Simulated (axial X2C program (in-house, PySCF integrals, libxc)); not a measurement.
**AgC⁺: relativistic diatomic calculation**

- system: AgC⁺, single determinant with Ω = 1 (not the lowest found).
- method: PBE0, two-component X2C with atomic mean-field Coulomb and Gaunt terms, Ag dyall-cv3z, C dyall-v3z (cores contracted) (axial X2C program (in-house, PySCF integrals, libxc))

### Input
```
{"zs": [47, 6], "q": 1, "bas": ["dyall-cv3z", "dyall-v3z"], "levels": ["PBE0", "HF", "M06"], "cc": true, "r0": 2.06, "thr": -2.0, "nmax": 90, "npts": 10, "nst": 2, "ntry": 6}
```

The line is the task of a batch: nuclear charges, charge, bases, the levels to run, a first guess of the distance and further settings. This report covers PBE0 with spin-orbit coupling. The log is that of the reference distance 2.1 Å.

Launched within a batch (the task file carries these settings):
```bash
python <driver script> task.json out
```

### Output
```
two-component X2C + atomic mean field  PBE0
basis functions 192  fitting functions 915  grid points 5080
iter        total energy     max residual
   1      -5348.765042130     1.36e+01
   2      -5350.306725966     1.48e+00
   3      -5350.466106359     6.46e-01
   4      -5350.479213000     1.81e-01
   5      -5350.480357337     8.13e-02
   6      -5350.481696547     2.36e-02
   7      -5350.481864873     3.06e-02
   8      -5350.481937715     7.89e-03
   9      -5350.481949624     3.67e-03
  10      -5350.481954667     9.60e-04
  11      -5350.481955036     3.48e-04
  12      -5350.481955069     1.15e-04
  13      -5350.481955078     9.98e-05
  14      -5350.481955079     2.85e-05
  15      -5350.481955079     5.09e-06
converged
one-electron -7500.35715051  Coulomb 2236.86856492  exact exchange -38.20721772  xc functional -117.01906480  nuclear repulsion 71.06093975  atomic mean-field constant -2.82802671
```

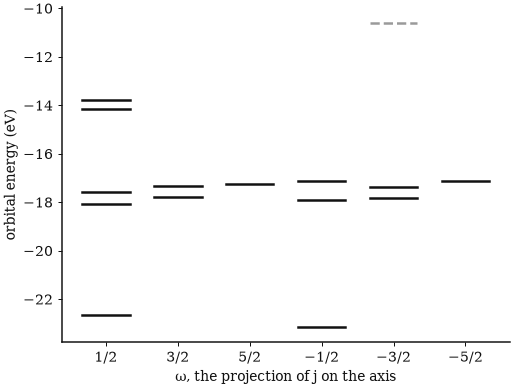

Figure 1. Orbital energies near the frontier at 2.10 Å, filled (solid) and empty (dashed). The highest filled spinor (1/2; 86 % C p, 9 % Ag d) lies at −13.78 eV, the lowest empty one (−3/2; 86 % C p, 6 % Ag d) at −10.59 eV.

### Outcome

- outcome: not converged in a step after the SCF shown
- hardware: 1 thread of Intel Xeon (Sapphire Rapids), 192 GiB of memory available, shared host
- wall time: 4.1 s
- peak memory: 0.83 GiB

### What went wrong

The SCF whose log is shown converged, but a later step did not. The run therefore gave no full result.
